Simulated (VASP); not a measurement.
Band structure of IrAu (space group R-3m). All values below come from PBE GGA, VASP's PBE PAW potentials (set 64) (plane waves; VASP 6.6.1).

Unless said otherwise, spin-orbit coupling is left out, though it shifts the bands of the heavy elements here.

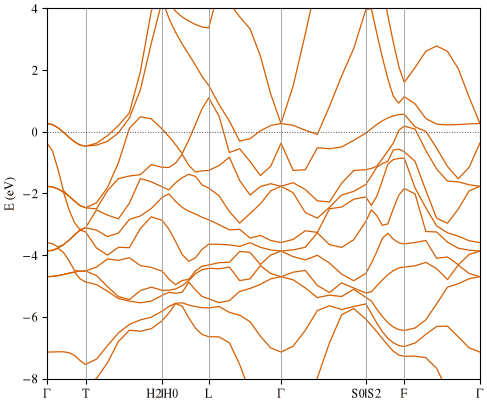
*Bands along high-symmetry lines, zero at the valence-band maximum or, without a gap, the Fermi level*

Task: Read the plot: is there a gap, and where are the band edges?

Result: It has no gap at this level: it comes out as a metal or semimetal.

The structure was generated: IrAu was put into an ordered model structure, which need not be its known phase. The cell was not relaxed at this level.
